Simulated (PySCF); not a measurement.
```yaml
atoms:
  - { symbol: C, position_ang: [3.0086, -0.3898, -0.8570] }
  - { symbol: C, position_ang: [1.9528, -0.5688, -0.3179] }
  - { symbol: C, position_ang: [0.6622, -0.6642, 0.3087] }
  - { symbol: C, position_ang: [-0.4401, -1.0656, -0.6856] }
  - { symbol: C, position_ang: [-1.7881, -0.6803, -0.0849] }
  - { symbol: C, position_ang: [-1.7240, 0.7930, 0.3259] }
  - { symbol: Si, position_ang: [0.0200, 0.9911, 1.0567] }
  - { symbol: S, position_ang: [1.1148, 2.6761, 0.2914] }
  - { symbol: H, position_ang: [3.9431, -0.2981, -1.3246] }
  - { symbol: H, position_ang: [0.7184, -1.4119, 1.1055] }
  - { symbol: H, position_ang: [-0.3949, -2.1335, -0.9080] }
  - { symbol: H, position_ang: [-0.2918, -0.5217, -1.6218] }
  - { symbol: H, position_ang: [-2.5958, -0.8597, -0.7966] }
  - { symbol: H, position_ang: [-1.9763, -1.2951, 0.7986] }
  - { symbol: H, position_ang: [-1.8522, 1.4278, -0.5523] }
  - { symbol: H, position_ang: [-2.5245, 1.0425, 1.0190] }
  - { symbol: H, position_ang: [0.0972, 1.0196, 2.5159] }
  - { symbol: H, position_ang: [2.0619, 1.9449, -0.2846] }
```

Geometry: GFN2-xTB.

Theory: CAM-B3LYP/pcSseg-1, SCF density, in a methanol solvent model, non-relativistic (PySCF).

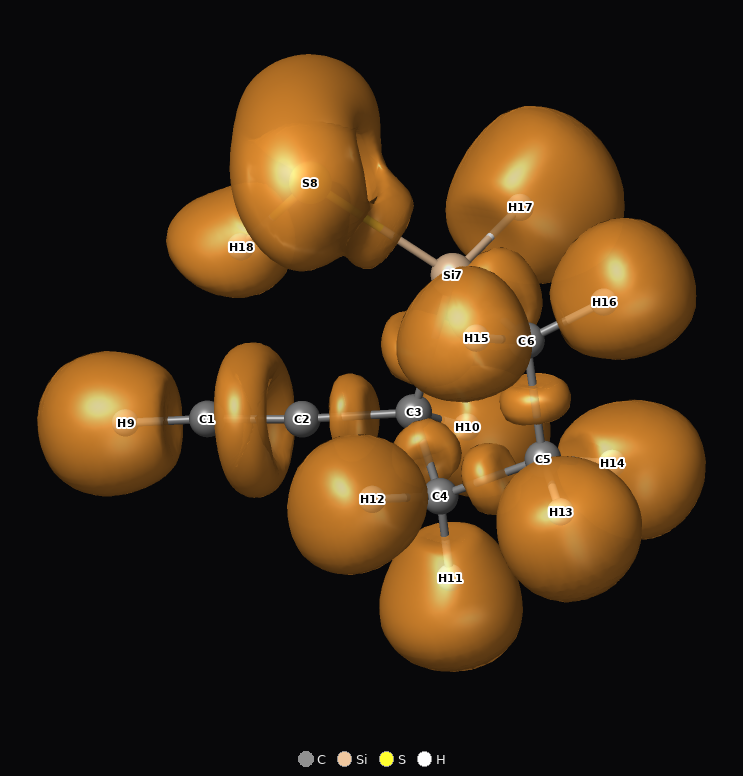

C₆H₁₀SSi. Isosurface of the electron localisation function at 0.8 (orange), seen at a tilt. Core shells and regions of very low density are left out.

What do the ELF domains correspond to?

Answer. At this value the surface marks out five regions between bonded C–C atoms (shared pairs), two regions between bonded C–Si atoms (shared pairs), ten regions around hydrogen nuclei and one region on S in which the atom's valence shell and bonds are merged. Profiles from the grid: C–C (1.20 Å): the ELF peaks at about 0.85 between the atoms; a short, multiple covalent bond. C–Si (1.90 Å): the ELF peaks at about 0.95 between the atoms: a shared electron pair.
